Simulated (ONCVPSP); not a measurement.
# Pseudopotential generation for Te

System: tellurium (Te, Z = 52), core [Kr] 4d10, reference valence 5s2 5p4, valence charge 6.
Method: ONCV potential, PBEsol, scalar-relativistic, made with ONCVPSP 4.0.1.

Log (extracts):
```
ONCVPSP  (Optimized Norm-Conservinng Vanderbilt PSeudopotential)
scalar-relativistic version 4.0.1

#   n    l    f        energy (Ha)
    1    0    2.00    -1.1617664E+03
    2    0    2.00    -1.7816620E+02
    2    1    6.00    -1.5996305E+02
    3    0    2.00    -3.5446442E+01
    3    1    6.00    -2.9530318E+01
    3    2   10.00    -2.0579464E+01
    4    0    2.00    -6.0322606E+00
    4    1    6.00    -4.1979854E+00
    4    2   10.00    -1.5283290E+00
    5    0    2.00    -5.5683055E-01
    5    1    4.00    -2.1931859E-01

Reference configufation results
  iterations    25
  all-electron total energy (Ha)   -6.79158533D+03

Begin loop to  construct optimized pseudo wave functions
and semi-local pseudopoentials for all angular momenta

   Wellstate for l =  0  n =  6
     eigenvalue =   0.7432
     asymptotic potential =   1.2432
     half-point radius =  3.5335

Calculating optimized projector #   1

 for l=   0

    Fraction of norm inside rc  0.346294
    Optimizing pswf for qcut=   3.70 a_B^-1,  ecut=   6.86 Ha
    Residual kinetic energy error=  2.29D-03 Ha

    Energy error per electron        Cutoff
         Ha          eV             Ha
         0.01000     0.27211        5.39
         0.00100     0.02721        8.96
         0.00010     0.00272       28.15
         0.00001     0.00027       50.03

Calculating optimized projector #   2

 for l=   0

    Fraction of norm inside rc  0.164166
    Optimizing pswf for qcut=   3.70 a_B^-1,  ecut=   6.86 Ha
    Residual kinetic energy error=  4.65D-03 Ha

    Energy error per electron        Cutoff
         Ha          eV             Ha
         0.01000     0.27211        5.97
         0.00100     0.02721       26.58
         0.00010     0.00272       72.70
         0.00001     0.00027       83.22

Calculating optimized projector #   1

 for l=   1

    Fraction of norm inside rc  0.165934
    Optimizing pswf for qcut=   4.90 a_B^-1,  ecut=  11.99 Ha
    Residual kinetic energy error=  8.98D-04 Ha

    Energy error per electron        Cutoff
         Ha          eV             Ha
         0.01000     0.27211        2.31
         0.00100     0.02721       10.44
         0.00010     0.00272       44.64
         0.00001     0.00027       60.49

Construct Vanderbilt / Kleinmman-Bylander projectors

B matrix Hermiticity error, ll=   0
   1   2    1.1427E-04

  Orthonormal projector coefficients  8.6426E+00  1.7948E+00

Model core correction analysis
  based on d2Exc/dn_idn_j

d2excae - all-electron derivatives

   -2.410649D-02   -1.941841D-02
   -1.941838D-02   -2.056578D-02

d2excps - pseudofunction derivatives with no core correction

   -3.345671D-02   -2.382246D-02
   -2.382440D-02   -2.245293D-02

rms 2nd derivative error    5.696420E-03

rmatch, rhocmatch    1.6222    0.9803

Teter function model core charge with specified parameters

d2excps - pseudofunction derivatives with core correction

   -1.681941D-02   -1.337291D-02
   -1.337280D-02   -1.461396D-02

rms 2nd derivative error    6.356547E-03

Pseudoatom total energy   -8.348702

Diagnostic tests using Vanderbilt-Kleinman-Bylander pseudopotentials
  1 or more projectors used as specified by nproj input data

   l    rcore       rmatch      e in        delta e   norm test  slope test

   0   1.7533863   1.8066229  -0.5568305  -0.0000032   1.0000359   1.0002196
   0   1.7533863   1.8066229   0.7431694   0.0000085   1.0000424   1.0000424

   1   1.7533863   1.8066229  -0.2193186   0.0000030   1.0000084   0.9999990

 Testing for bound ghosts
   n   l    E NL Schr. Eq   E Basis Diag.   E Cutoff

   1   0       -0.556834       -0.553707     84.73

   2   1       -0.219316       -0.199854     49.36

 Testing for highly-localized positive-energy ghosts
       l    <radius>/rc     E Basis Diag.   E Cutoff

       0        0.264709        0.404139     84.73  WARNING - GHOST(+)

       1        0.868228        1.120526     49.36  WARNING - GHOST(+)

Test configuration 0

   n   l     f        eae           eps        diff
   1   0  2.0000-1161.76642909
   2   0  2.0000 -178.16619821
   2   1  6.0000 -159.96304840
   3   0  2.0000  -35.44644154
   3   1  6.0000  -29.53031776
   3   2 10.0000  -20.57946403
   4   0  2.0000   -6.03226061
   4   1  6.0000   -4.19798541
   4   2 10.0000   -1.52832897
   5   0  2.0000   -0.55683055   -0.55683375   -3.20D-06
   5   1  4.0000   -0.21931859   -0.21931560    2.99D-06

    Total energies and differences
      AE_ref= -6.79158533D+03  AE_tst= -6.79158533D+03  dif=  0.00D+00
      PS_ref= -8.34870163D+00  PS_tst= -8.34870163D+00  dif= -1.78D-15
      PSP excitation error=  1.78D-15

Test configuration 1

   n   l     f        eae           eps        diff
   1   0  2.0000-1162.10345544
   2   0  2.0000 -178.50159570
   2   1  6.0000 -160.29864347
   3   0  2.0000  -35.78112961
   3   1  6.0000  -29.86502261
   3   2 10.0000  -20.91416121
   4   0  2.0000   -6.36556080
   4   1  6.0000   -4.53111289
   4   2 10.0000   -1.86043417
   5   0  2.0000   -0.86388024   -0.86797489   -4.09D-03
   5   1  3.0000   -0.50409765   -0.50907766   -4.98D-03

    Total energies and differences
      AE_ref= -6.79158533D+03  AE_tst= -6.79122691D+03  dif=  3.58D-01
      PS_ref= -8.34870163D+00  PS_tst= -7.98805118D+00  dif=  3.61D-01
      PSP excitation error= -2.23D-03

Test configuration 2

   n   l     f        eae           eps        diff
   1   0  2.0000-1162.49272578
   2   0  2.0000 -178.88773665
   2   1  6.0000 -160.68514800
   3   0  2.0000  -36.16585717
   3   1  6.0000  -30.24977975
   3   2 10.0000  -21.29891717
   4   0  2.0000   -6.74737322
   4   1  6.0000   -4.91252583
   4   2 10.0000   -2.23979737
   5   0  2.0000   -1.20542703   -1.21732879   -1.19D-02
   5   1  2.0000   -0.82163710   -0.83602725   -1.44D-02

    Total energies and differences
      AE_ref= -6.79158533D+03  AE_tst= -6.79056655D+03  dif=  1.02D+00
      PS_ref= -8.34870163D+00  PS_tst= -7.31822924D+00  dif=  1.03D+00
      PSP excitation error= -1.17D-02

Test configuration 3

   n   l     f        eae           eps        diff
   1   0  2.0000-1162.92594239
   2   0  2.0000 -179.31613391
   2   1  6.0000 -161.11409459
   3   0  2.0000  -36.59202126
   3   1  6.0000  -30.67598767
   3   2 10.0000  -21.72513572
   4   0  2.0000   -7.16884052
   4   1  6.0000   -5.33331845
   4   2 10.0000   -2.65736727
   5   0  2.0000   -1.57266683   -1.59714441   -2.45D-02
   5   1  1.0000   -1.16369670   -1.19322682   -2.95D-02

    Total energies and differences
      AE_ref= -6.79158533D+03  AE_tst= -6.78957591D+03  dif=  2.01D+00
      PS_ref= -8.34870163D+00  PS_tst= -6.30595759D+00  dif=  2.04D+00
      PSP excitation error= -3.33D-02

Test configuration 4

   n   l     f        eae           eps        diff
   1   0  2.0000-1162.15684559
   2   0  2.0000 -178.55422635
   2   1  6.0000 -160.35106618
   3   0  2.0000  -35.83453595
   3   1  6.0000  -29.91838609
   3   2 10.0000  -20.96746848
   4   0  2.0000   -6.41824801
   4   1  6.0000   -4.58337397
   4   2 10.0000   -1.91052164
   5   0  1.0000   -0.89259691   -0.89621061   -3.61D-03
   5   1  4.0000   -0.52673915   -0.53052413   -3.78D-03

    Total energies and differences
      AE_ref= -6.79158533D+03  AE_tst= -6.79086409D+03  dif=  7.21D-01
      PS_ref= -8.34870163D+00  PS_tst= -7.62571634D+00  dif=  7.23D-01
      PSP excitation error= -1.74D-03
```

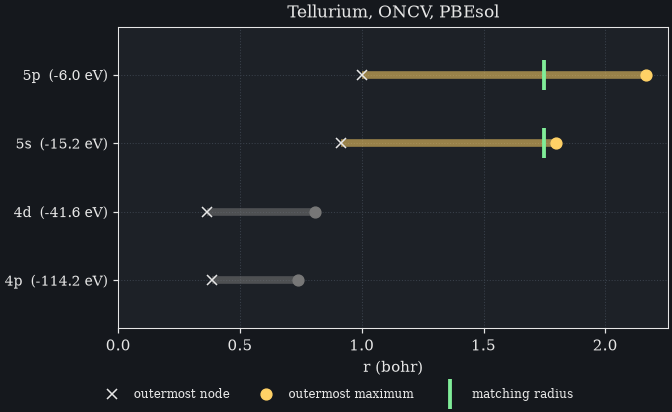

Fig. 1: Outer shells of the all-electron reference atom: each bar runs from the outermost node (or the nucleus) to the outermost maximum of u(r); the tick is the radius chosen for the pseudo-wave. Shells without a tick have no pseudo-wave of their own. Levels, nodes and maxima are from ld1.x, scalar-relativistic.

- Radii against the shells: 5s: 1.75 bohr, between node and maximum; 5p: 1.75 bohr, between node and maximum.

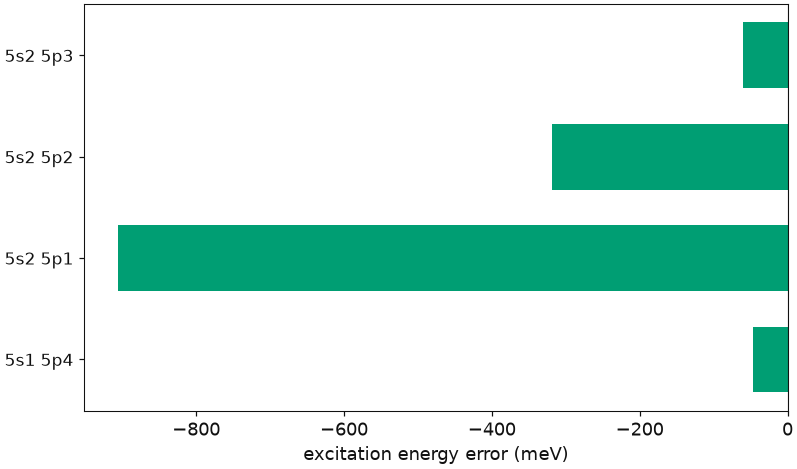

Fig. 2: Errors, all-electron minus pseudo, of the energies of valence configurations relative to the unpolarised reference 5s2 5p4.

- Worst configuration: 5s2 5p1 (charge +3): the error is -906 meV on an all-electron energy of +54.68 eV relative to the reference, or 1.7 %.
- Errors in meV: 5s2 5p3: -61; 5s2 5p2: -318; 5s2 5p1: -906; 5s1 5p4: -47.
- Configurations within 10 meV and within 50 meV: 0 and 1 of 4.

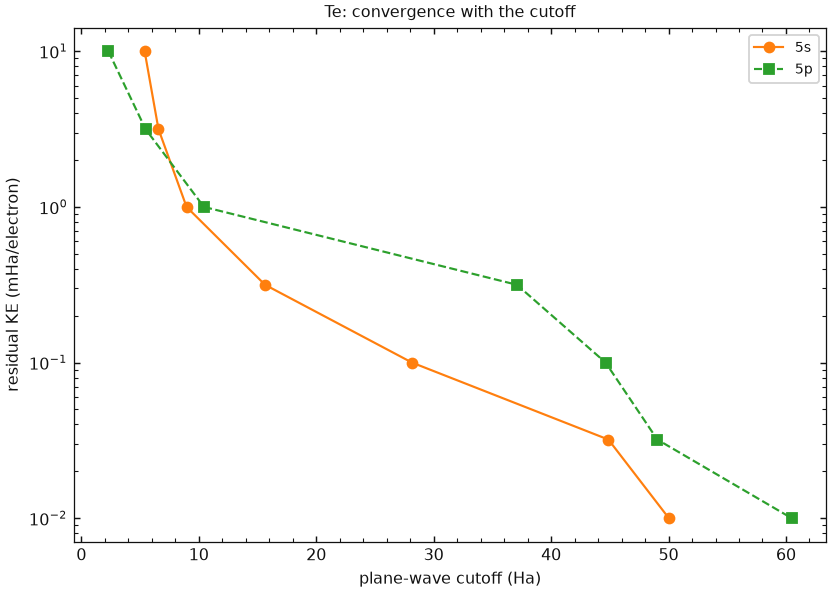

Fig. 3: Residual kinetic energy of the pseudo-waves (the first of each channel, and further valence shells) beyond the plane-wave cutoff, as the generator prints it.

- Cutoffs for the occupied states: 10 Ha for 1 mHa and 45 Ha for 0.1 mHa per electron. The first is set by 5p.
- Cutoffs for 1 mHa per electron: 5p: 10 Ha; 5s: 9.0 Ha.
- Hardest wave at 1 mHa per electron: 5p, with rc = 1.75 bohr and qcut = 4.9 1/bohr. The optimisation minimises, but can't always remove, the kinetic energy above qcut²/2 = 12.0 Ha, and a larger rc would as a rule soften the wave at some cost in transferability.

Input:
```
# ATOM AND REFERENCE CONFIGURATION
# atsym  z   nc   nv     iexc    psfile
  Te 52.00    9    2  -116133      upf
#
#   n    l    f
    1    0    2.00
    2    0    2.00
    2    1    6.00
    3    0    2.00
    3    1    6.00
    3    2   10.00
    4    0    2.00
    4    1    6.00
    4    2   10.00
    5    0    2.00
    5    1    4.00
#
# PSEUDOPOTENTIAL AND OPTIMIZATION
# lmax
    1
#
#   l,   rc,      ep,       ncon, nbas, qcut
    0    1.75    0.00    4    8    3.70
    1    1.75    0.00    4    7    4.90
#
# LOCAL POTENTIAL
# lloc, lpopt,  rc(5),   dvloc0
    4    5    1.50    1.00
#
# VANDERBILT-KLEINMAN-BYLANDER PROJECTORs
# l, nproj, debl
    0    2    1.30
    1    1    1.30
#
# MODEL CORE CHARGE
# icmod, fcfact, rcfact
    3    5.00    1.80
#
# LOG DERIVATIVE ANALYSIS
# epsh1, epsh2, depsh
   -2.00    5.00    0.02
#
# OUTPUT GRID
# rlmax, drl
    6.00    0.01
#
# TEST CONFIGURATIONS
# ncnf
    4
# nvcnf
#   n    l    f
    2
    5    0    2.00
    5    1    3.00
#
    2
    5    0    2.00
    5    1    2.00
#
    2
    5    0    2.00
    5    1    1.00
#
    2
    5    0    1.00
    5    1    4.00
#
```

Run as:
```bash
oncvpsp.x < Te.dat > Te.out
```

Key numbers:

- outcome: generated, with a spurious state above the valence levels
- cutoffs needed: 10 Ha and 45 Ha (the cutoffs at which the residual kinetic energy of the hardest occupied pseudo-wave falls to 1 and 0.1 mHa per electron)
- ghost test: no bound ghost flagged; GHOST(+) flagged for s at 11.0 eV, p at 30.5 eV
- largest excitation error: -906 meV (all-electron minus pseudo) for 5s2 5p1, out of 4 test configurations
- rms error of d²Exc/dni dnj: 5.70 mHa without and 6.36 mHa with the model core
- clearest signs, in the scattering phases, of states that the all-electron atom lacks: p near 1.1 Ha
- range over which the phases arctan(r R′/R) at the test radius agree within 0.05 rad (a looser test near the poles than one of phase shifts): s: over the whole range computed; p: up to about 0.3 Ha; d: not judged, local potential alone; f: not judged, local potential alone
- hardware: 1 CPU thread, shared host
- wall time: 3 s

Notes:

The scattering phases show a p state near 1.1 Ha, 1.3 Ha above the channel's reference energy, that the all-electron atom lacks; it spoils states at that energy. An excitation error of 906 meV in its own tests makes this a poorly transferable potential.
